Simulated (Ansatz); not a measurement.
# SiH4S (SMILES [SiH3]S): CCSD(T)/STO-3G

What is the energy change on altering one bond length of SiH4S at CCSD(T)/STO-3G? 

The calculation is run with Ansatz 0.2.0.

45 further runs of the same task are left out: 1 that didn't finish, 44 set aside as unsound or not needed.

## (1) The molecule

SiH4S: 6 atoms, total charge 0, spin state singlet. As SMILES, `[SiH3]S`. The coordinates come from a PBE0-D4/def2-TZVP relaxation.

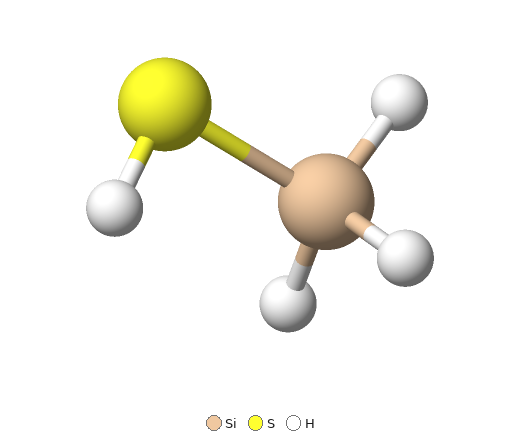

The structure, seen from a chosen angle (silicon light orange, sulfur yellow, hydrogen white).

## (2) A single-point energy at CCSD(T)/STO-3G

The input, run.yaml:

```yaml
crystal:
  periodic: [false, false, false]
  atoms:
    - symbol: Si
      position_ang: [-0.169800, -0.263400, -0.436000]
    - symbol: S
      position_ang: [0.907300, -0.012600, 1.392800]
    - symbol: H
      position_ang: [-1.629800, -0.074300, -0.241600]
    - symbol: H
      position_ang: [0.108600, -1.658300, -0.852500]
    - symbol: H
      position_ang: [0.299800, 0.681200, -1.481100]
    - symbol: H
      position_ang: [0.526100, 1.263300, 1.572300]
basis:
  gaussian: {orbitals: STO-3G}
total_charge: 0
correlation: {method: ccsd_t, frozen_orbitals: {H: 0, S: 5, Si: 5}}
accuracy: high
scf: {omitted_lower_state_checks: [cluster_reference, increment]}
```

Command:

```console
$ ansatz run run.yaml --threads 1 --pin off --max-ram 2610MiB --events-out events.jsonl --progress --plain --runs-dir runs
```

Output, cut to the lines that bear on the results:

```text
Warning: RAYON_NUM_THREADS=1 ignored (pool sized by the plan → 1); use --threads N
Functional definition: HF
  name "HF"
[...]
388 factors; integrals over basis functions are off by at most 1.9e-8 eV
[...]
mean field -18533.96670180 eV, -681.1107135172 hartree, gradient 2.8e-8 eV, S^2 0.000000; 0 other end points of the search recorded, 0 dependent functions left out
10 core orbitals not correlated: weight in the atoms' cores, before any rotation towards them, 1.000 or more for the frozen orbitals, at most 0.000 for the correlated occupied ones
reference -18533.96670180 eV, -681.1107135172 hartree; 7, 7 occupied and 5, 5 virtual orbitals, 388 factors
second order -1.76216336 eV of doubles, -0.00000000 eV of singles
cycle   1  -2.27590318 eV  change   -5.1e-1 eV  update   6.0e-2
[...]
cycle  17  -2.55519281 eV  change  -3.4e-10 eV  update  5.3e-10
perturbative correction -0.01850295 eV, -0.0006799709 hartree
Total energy: -18536.54039756 eV, -681.2052950918 hartree
Checks for a lower state left out: cluster_reference, increment
```

It took 0.14 s on 1 thread of Arm Neoverse V2, shared host.

## (3) The distorted shape at the same level

The input, molecule.yaml:

```yaml
crystal:
  periodic: [false, false, false]
  atoms:
    - {symbol: Si, position_ang: [-0.074497, -0.582384, -0.480876]}
    - {symbol: S, position_ang: [1.002603, -0.331584, 1.347924]}
    - {symbol: H, position_ang: [-1.534497, -0.393284, -0.286476]}
    - {symbol: H, position_ang: [0.203903, -1.977284, -0.897376]}
    - {symbol: H, position_ang: [0.395103, 0.362216, -1.525976]}
    - {symbol: H, position_ang: [0.526100, 1.263300, 1.572300]}
basis:
  gaussian: {orbitals: STO-3G}
correlation: {method: ccsd_t, frozen_orbitals: {H: 0, S: 5, Si: 5}}
accuracy: high
scf: {omitted_lower_state_checks: [cluster_reference, increment]}
```

Command:

```console
$ ansatz run molecule.yaml --threads 1 --pin off --max-ram 2610MiB --events-out events.jsonl --progress --plain --runs-dir runs
```

Output, cut to the lines that bear on the results:

```text
Warning: RAYON_NUM_THREADS=1 ignored (pool sized by the plan → 1); use --threads N
Functional definition: HF
  name "HF"
[...]
388 factors; integrals over basis functions are off by at most 1.6e-8 eV
[...]
mean field -18532.49040186 eV, -681.0564604953 hartree, gradient 4.9e-8 eV, S^2 0.000000; 0 other end points of the search recorded, 0 dependent functions left out
10 core orbitals not correlated: weight in the atoms' cores, before any rotation towards them, 1.000 or more for the frozen orbitals, at most 0.000 for the correlated occupied ones
reference -18532.49040186 eV, -681.0564604953 hartree; 7, 7 occupied and 5, 5 virtual orbitals, 388 factors
second order -2.07206582 eV of doubles, -0.00000000 eV of singles
cycle   1  -2.70310906 eV  change   -6.3e-1 eV  update   7.4e-2
[...]
cycle  19  -3.08190517 eV  change    1.1e-9 eV  update   1.0e-9
perturbative correction -0.02199106 eV, -0.0008081565 hartree
Total energy: -18535.59429809 eV, -681.1705265776 hartree
Checks for a lower state left out: cluster_reference, increment
```

Wall time 0.14 s (1 thread of Arm Neoverse V2, shared host).

## (4) Outcome

At CCSD(T)/STO-3G, 10 core orbitals frozen:

| quantity | value |
| --- | --- |
| first shape: total energy | -681.20530 Eh |
| first shape: correlation energy (10 core orbitals frozen) | -94.6 mEh |
| first shape: (T) correction | -0.68 mEh |
| first shape: T1 diagnostic | 0.005 |
| distorted shape: total energy | -681.17053 Eh |
| distorted shape: correlation energy (10 core orbitals frozen) | -114.1 mEh |
| distorted shape: (T) correction | -0.81 mEh |
| distorted shape: T1 diagnostic | 0.007 |
| energy change with the S2–H6 bond stretched from 1.344 to 1.680 Å | 0.946 eV |

With the S2–H6 bond stretched from 1.344 to 1.680 Å the energy rises by 0.95 eV (21.8 kcal/mol). The first shape isn't relaxed at this level, so the change isn't measured from a minimum. The minimal basis adds a large error of its own. The triples (first shape) make up 0.7 % of the correlation energy. The triples (distorted shape) make up 0.7 % of the correlation energy.
